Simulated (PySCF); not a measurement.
| atom | x (Å) | y (Å) | z (Å) |
| --- | --- | --- | --- |
| C | 2.6072 | -0.4064 | -0.7003 |
| C | 1.1201 | -0.5754 | -0.9854 |
| C | 0.2791 | 0.3722 | -0.1961 |
| C | -1.0428 | 0.2601 | 0.0468 |
| C | -1.9236 | -0.8686 | -0.4279 |
| C | -1.7091 | -1.9268 | 0.6060 |
| O | -1.0109 | -2.8965 | 0.4819 |
| Si | -1.5015 | 1.7603 | 1.1220 |
| Si | 0.7694 | 2.0084 | 0.6590 |
| H | 2.9232 | 0.6128 | -0.9152 |
| H | 2.8161 | -0.6173 | 0.3462 |
| H | 3.1941 | -1.0877 | -1.3128 |
| H | 0.8223 | -1.6055 | -0.7704 |
| H | 0.9352 | -0.3989 | -2.0523 |
| H | -2.9655 | -0.5495 | -0.4454 |
| H | -1.6162 | -1.2266 | -1.4118 |
| H | -2.2040 | -1.7013 | 1.5722 |
| H | -2.5522 | 2.5874 | 0.5139 |
| H | -2.0068 | 1.3847 | 2.4489 |
| H | 1.2598 | 3.0301 | -0.2759 |
| H | 1.7971 | 1.8615 | 1.6961 |

Geometry: GFN2-xTB.

Theory: PBE0/pcSseg-1, SCF density, gas phase, non-relativistic (PySCF).

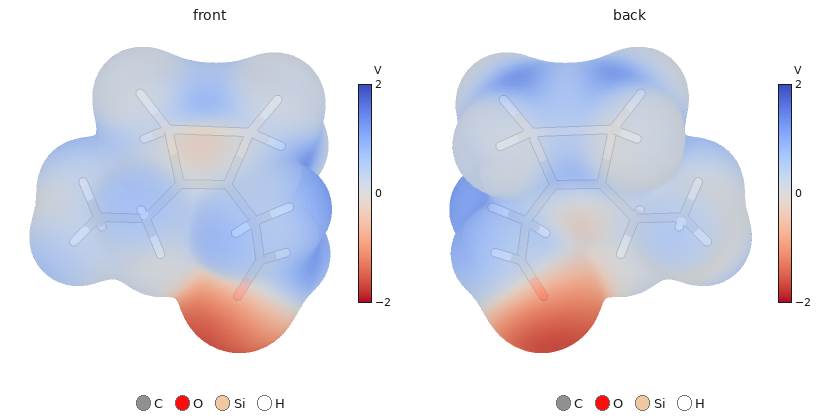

C6H12OSi2 (SMILES CCC1=C(CC=O)[SiH2][SiH2]1). The electrostatic potential painted on the density surface at 0.002 e/bohr³, seen from the front and from behind; red is negative and blue positive.

Describe the electrostatic potential map.

Answer. The most negative region (about −1.6 V) lies over O7, the most positive (about +1.2 V) over Si8 and Si9. O7 is the likeliest acceptor of a hydrogen bond.

What dipole moment does the calculation give?

Answer. Its dipole moment is 2.05 D.
